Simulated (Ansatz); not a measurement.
**C2H4FGa (SMILES C=[CH][GaH][F]) at PBE0/cc-pVDZ**

What is the vertical singlet–triplet gap of C2H4FGa at PBE0/cc-pVDZ? 

The results are computed with Ansatz 0.2.0.

67 further runs of the same task are left out: 2 that didn't finish, 65 set aside as unsound or not needed.

## (1) The system as given

C2H4FGa: 8 atoms, total charge 0, spin state singlet. As SMILES, `C=[CH][GaH][F]`. The coordinates come from a PBE0-D4/def2-TZVP relaxation. This is one conformer, not always the lowest.

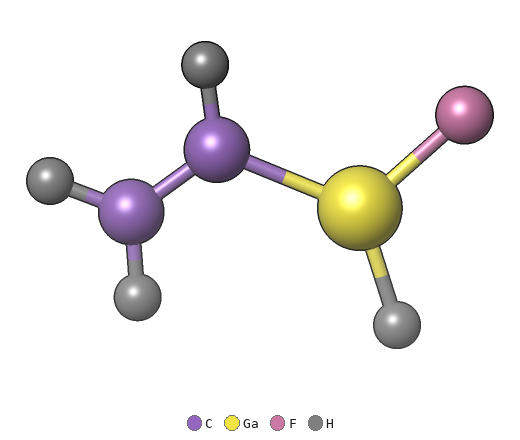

Viewed from a chosen angle; carbon purple, gallium yellow, fluorine pink, hydrogen grey.

## (2) The energy at PBE0/cc-pVDZ

File input.yaml:

```yaml
crystal:
  periodic: [false, false, false]
  atoms:
    - {symbol: C, position_ang: [-0.837100, 1.175400, 0.060900]}
    - {symbol: C, position_ang: [0.342600, 0.569500, -0.065000]}
    - {symbol: Ga, position_ang: [0.481700, -1.360200, -0.007600]}
    - {symbol: F, position_ang: [2.110500, -2.006100, -0.199600]}
    - {symbol: H, position_ang: [-1.762100, 0.620500, 0.200100]}
    - {symbol: H, position_ang: [-0.941100, 2.257800, 0.031600]}
    - {symbol: H, position_ang: [1.232300, 1.179600, -0.202300]}
    - {symbol: H, position_ang: [-0.626900, -2.436700, 0.182000]}
basis:
  gaussian:
    orbitals: cc-pVDZ
hamiltonian:
  xc: {name: PBE0}
accuracy: high
output: {orbitals: {seedname: orbitals}}
```

Run with:

```
$ ansatz run input.yaml --threads 1 --pin off --max-ram 3480MiB --events-out events.jsonl --progress --plain --runs-dir runs
```

Log:

```text
Warning: RAYON_NUM_THREADS=1 ignored (pool sized by the plan → 1); use --threads N
Functional definition: PBE0
  name "PBE0"
  parameter a = 0.25
  parameter kappa = 0.804
  parameter beta = 0.06672455060314922
  exchange = (1 - a)*pbe_x(kappa = kappa, mu = beta*pi^2/3) + a*exact_x
  correlation = pbe_c(beta = beta)
2037 factors; integrals over basis functions are off by at most 4.6e-9 eV
mean field evaluation 1: about -57215.3839 eV, gradient 5.1e1 eV
mean field evaluation 2: about -57209.2138 eV, gradient 7.7e1 eV
mean field evaluation 4: about -57221.2587 eV, gradient 3.3e0 eV
mean field evaluation 8: about -57221.4110 eV, gradient 2.6e-1 eV
mean field evaluation 16: about -57221.4112 eV, gradient 1.7e-5 eV
mean field -57221.41121807 eV, -2102.8480761984 hartree, gradient 4.8e-8 eV, S^2 0.000000; 0 other end points of the search recorded, 0 dependent functions left out
reference -57221.41122104 eV, -2102.8480763076 hartree; 28, 28 occupied and 61, 61 virtual orbitals, 2037 factors
Total energy: -57221.41122104 eV, -2102.8480763076 hartree
```

Run time: 11 s. Hardware: 1 thread of Arm Neoverse V1, shared host; peak memory 0.32 GiB.

## (3) The triplet, same level

File job.yaml:

```yaml
crystal:
  periodic: [false, false, false]
  atoms:
    - symbol: C
      position_ang: [-0.837100, 1.175400, 0.060900]
    - symbol: C
      position_ang: [0.342600, 0.569500, -0.065000]
    - symbol: Ga
      position_ang: [0.481700, -1.360200, -0.007600]
    - symbol: F
      position_ang: [2.110500, -2.006100, -0.199600]
    - symbol: H
      position_ang: [-1.762100, 0.620500, 0.200100]
    - symbol: H
      position_ang: [-0.941100, 2.257800, 0.031600]
    - symbol: H
      position_ang: [1.232300, 1.179600, -0.202300]
    - symbol: H
      position_ang: [-0.626900, -2.436700, 0.182000]
basis:
  gaussian:
    orbitals: cc-pVDZ
magnetization:
  spin_polarized: true
  initial_magnetization: 2
hamiltonian:
  xc: pbe0
accuracy: high
output:
  orbitals: {seedname: orbitals}
```

Run with:

```
$ ansatz run job.yaml --threads 1 --pin off --max-ram 3480MiB --events-out events.jsonl --progress --plain --runs-dir runs
```

Log:

```text
Warning: RAYON_NUM_THREADS=1 ignored (pool sized by the plan → 1); use --threads N
Functional definition: PBE0
  name "PBE0"
  parameter a = 0.25
  parameter kappa = 0.804
  parameter beta = 0.06672455060314922
  exchange = (1 - a)*pbe_x(kappa = kappa, mu = beta*pi^2/3) + a*exact_x
  correlation = pbe_c(beta = beta)
2037 factors; integrals over basis functions are off by at most 4.6e-9 eV
mean field evaluation 1: about -57204.9398 eV, gradient 4.5e1 eV
mean field evaluation 2: about -57162.3827 eV, gradient 8.4e1 eV
mean field evaluation 4: about -57213.5068 eV, gradient 2.4e1 eV
mean field evaluation 8: about -57217.2183 eV, gradient 6.7e-1 eV
mean field evaluation 16: about -57217.3657 eV, gradient 4.3e-3 eV
mean field evaluation 32: about -57217.3657 eV, gradient 2.7e-7 eV
mean field -57217.36566842 eV, -2102.6994049912 hartree, gradient 5.7e-8 eV, S^2 2.006812; 2 other end points of the search recorded, 0 dependent functions left out
reference -57217.36567142 eV, -2102.6994051013 hartree; 29, 27 occupied and 60, 62 virtual orbitals, 2037 factors
Total energy: -57217.36567142 eV, -2102.6994051013 hartree
```

It took 23 s on 1 thread of Arm Neoverse V1, shared host; peak memory 0.47 GiB.

## (4) Outcome

At PBE0/cc-pVDZ:

```
                                        quantity           value
                           singlet: total energy  -2102.84808 Eh
                            singlet: HOMO energy        -8.33 eV
                            singlet: LUMO energy        -1.54 eV
                          singlet: HOMO–LUMO gap         6.80 eV
                           triplet: total energy  -2102.69941 Eh
     triplet: HOMO energy (highest over α and β)        -4.43 eV
                                   triplet: ⟨S²⟩           2.007
vertical energy of the triplet above the singlet        4.046 eV
```

At this shape the triplet lies 4.05 eV (390 kJ/mol) above the singlet.
